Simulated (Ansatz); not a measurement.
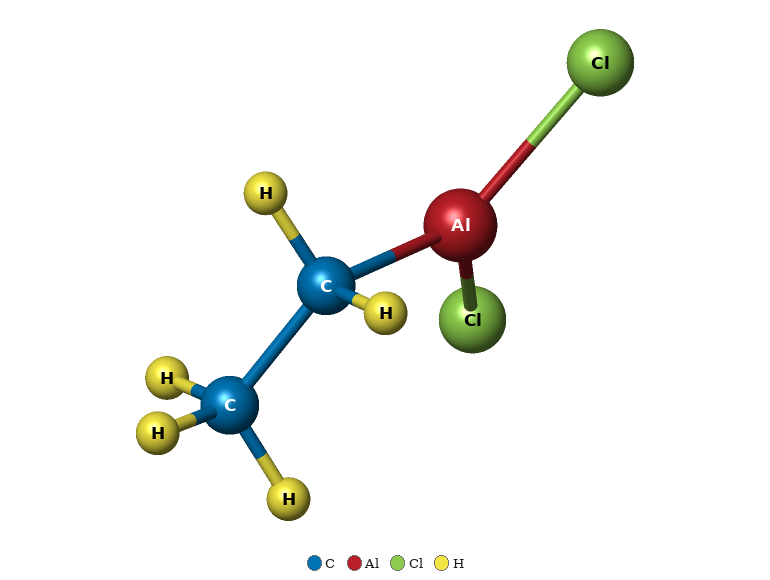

Sticks follow a distance rule. Harmonic vibrations computed with RKS PBE0-D4/def2-TZVP (Ansatz 0.2.0) at a stationary point of the same level.

Question: How many imaginary frequencies does it have?

Answer: A minimum: no imaginary frequency, and the lowest mode lies at 30 cm⁻¹.

Question: List the wavenumbers.

Answer: 24 modes: 30, 90, 145, 146, 235, 269, 419, 594, 603, 664, 932, 966, 1042, 1226, 1250, 1412, 1434, 1490, 1499, 3032, 3046, 3067, 3112, 3123 cm⁻¹.
